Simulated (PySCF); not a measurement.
## C$_{4}$H$_{9}$OSi: EPR calculation

System: C$_{4}$H$_{9}$OSi, multiplicity 2.
Method: UKS B3LYP, pcH-1 on C H O Si, non-relativistic, mean-field spin-orbit, GIAO (PySCF 2.14.0).

It belongs to a series of runs on one base structure; here: H removed from sp3 C.

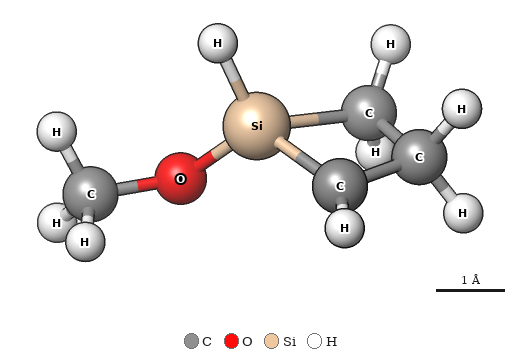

The input geometry (ball-and-stick view, seen at a tilt).

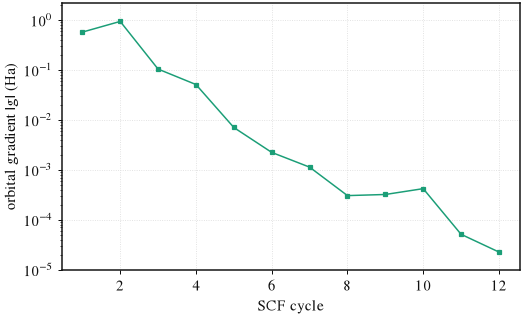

Convergence of the self-consistent field: orbital gradient |g| against the SCF cycle. All cycles printed in the log are drawn one after another.

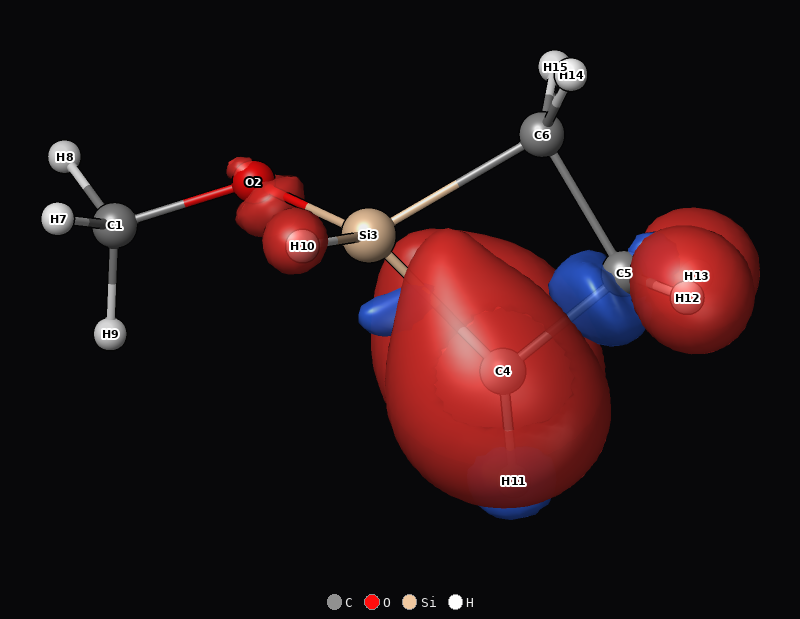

Isosurfaces of the spin density (α minus β) at +0.015 (red) and −0.015 e/Å³ (blue), seen at a tilt. The unpaired spin (1 electron) lies mostly on C4 (about 0.7) and Si3 (about 0.1), in electrons by Hirshfeld's partition.

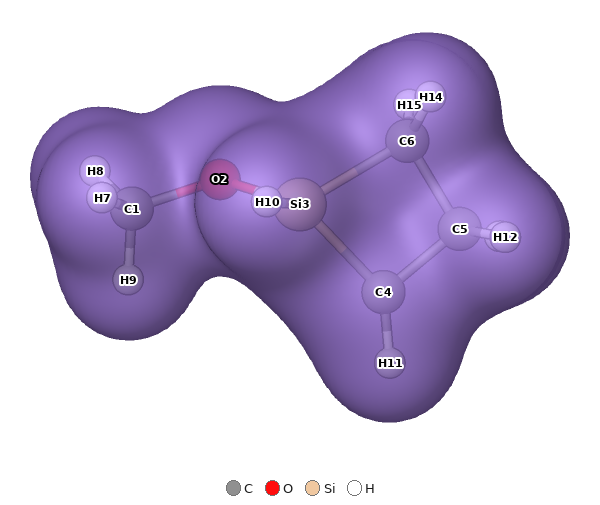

Isosurface of the total electron density at 0.05 e/Å³ (purple), seen face on. At this value the surface is in one piece. On the grid the lowest density along these lines, outside the cores, is 1.8 e/Å³ (C–O, 1.39 Å), 1.8 e/Å³ (C–C, 1.49 Å), 1 e/Å³ (Si–O, 1.62 Å) and 0.8 e/Å³ (C–Si, 1.86 Å).

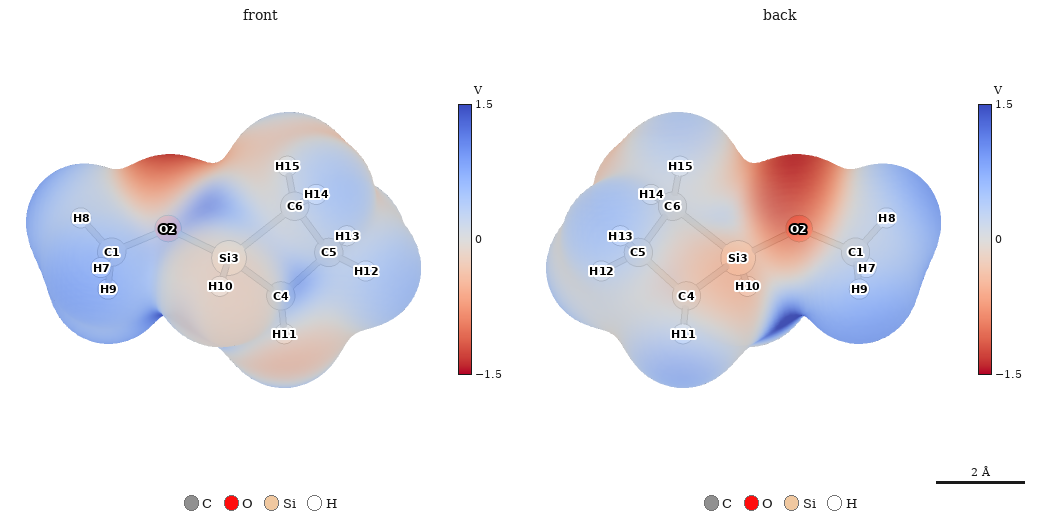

The electrostatic potential painted on the density surface at 0.002 e/bohr³, seen at a tilt and from behind; red is negative and blue positive.

The input and output of the run follow.

**The input**
```
{"job": {"kind": "epr", "basis": "pcH-1"}, "charge": 0, "multiplicity": 2}
C      2.785777     0.278794     0.139728
O      1.548118    -0.360289     0.161318
Si     0.086383     0.289101     0.436503
C     -1.069004     0.770374    -0.932622
C     -2.099920    -0.237945    -0.569494
C     -1.309060    -1.008679     0.502583
H      2.938086     0.865377     1.048950
H      3.561035    -0.484931     0.068857
H      2.858323     0.947798    -0.721038
H      0.163334     1.225823     1.566523
H     -1.166145     1.457237    -1.757898
H     -3.006163     0.225931    -0.165167
H     -2.418533    -0.852190    -1.417588
H     -1.838769    -1.102097     1.445218
H     -1.037876    -2.006314     0.172213
```

The first line tells a small driver script what to run in PySCF; the rest is the geometry in Å.

Launch command:
```bash
OMP_NUM_THREADS=1 python <driver script> task.json out
```

**The program's output**
```
UKS, coarse grid
  cycle   1  E = -522.41655109  |g| = 5.72e-01
  cycle   2  E = -522.20423626  |g| = 9.37e-01
  cycle   3  E = -522.53751772  |g| = 1.04e-01
  cycle   4  E = -522.54085297  |g| = 5.10e-02
  cycle   5  E = -522.54212215  |g| = 7.03e-03
  cycle   6  E = -522.54214787  |g| = 2.23e-03
  cycle   7  E = -522.54215143  |g| = 1.13e-03
  cycle   8  E = -522.54215218  |g| = 3.04e-04
UKS, final grid
  cycle   1  E = -522.54215893  |g| = 3.20e-04
  cycle   2  E = -522.54215890  |g| = 4.19e-04
  cycle   3  E = -522.54215899  |g| = 5.10e-05
  cycle   4  E = -522.54215899  |g| = 2.25e-05
E = -522.54215899 Eh   <S^2> = 0.7538 (exact 0.7500)
g shifts (ppm)      1          2          3
  rmc          -127       -127       -127
  gc             10         26         18
  oz_so        -114        143        966
  total        -231         42        858
hyperfine (MHz)  atom isotope    a_iso     a_fc   dipolar eigenvalues
    0   13C      -0.38      -0.38     -0.42     -0.33      0.75
    1   17O     -12.59     -12.58     -3.68      1.75      1.92
    2  29Si      38.85      38.89     -6.80     -0.01      6.81
    3   13C      82.22      82.34    -73.47    -72.00    145.47
    4   13C     -31.21     -31.22     -2.89      1.21      1.68
    5   13C       6.05       6.05     -1.35     -1.12      2.47
    6    1H       0.45       0.45     -0.99     -0.64      1.63
    7    1H       0.29       0.29     -0.75     -0.61      1.36
    8    1H       0.35       0.35     -1.22     -1.15      2.38
    9    1H      33.02      33.02     -3.75     -1.57      5.31
   10    1H     -54.47     -54.48    -34.84     -0.88     35.73
   11    1H     134.65     134.65     -5.44     -3.28      8.72
   12    1H     117.15     117.15     -4.90     -3.56      8.46
   13    1H       1.67       1.67     -2.27     -1.93      4.21
   14    1H      -3.88      -3.88     -2.57     -2.34      4.92
```

**Key numbers**

| quantity | value |
| --- | --- |
| outcome | converged |
| total energy | −522.542159 hartree |
| ⟨S²⟩ | 0.754 |
| isotropic g | 2.0025 |
| hardware | 1 CPU thread, shared host |
| wall time | 45 s |
| peak memory | 0.88 GiB |
